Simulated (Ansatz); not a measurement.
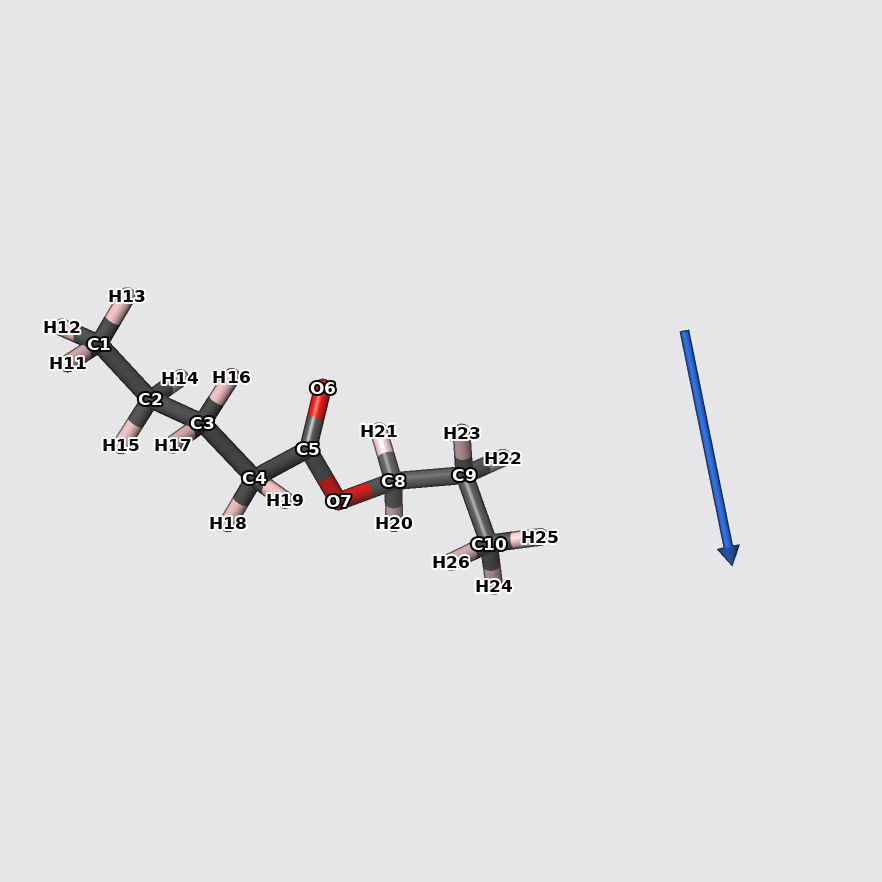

The arrow beside the molecule shows the direction of the dipole moment, from the negative to the positive end (its length means nothing). The geometry was computed by an optimisation with PBE0-D4/def2-TZVP. No frequency run is at hand to confirm it as a minimum. Method: RKS PBE-D4/def2-TZVPP (Ansatz 0.2.0).

Q: How large is the dipole moment?

A: 1.59 D; it points from the side of H13 to the side of H24 (the outermost atoms at the two ends).
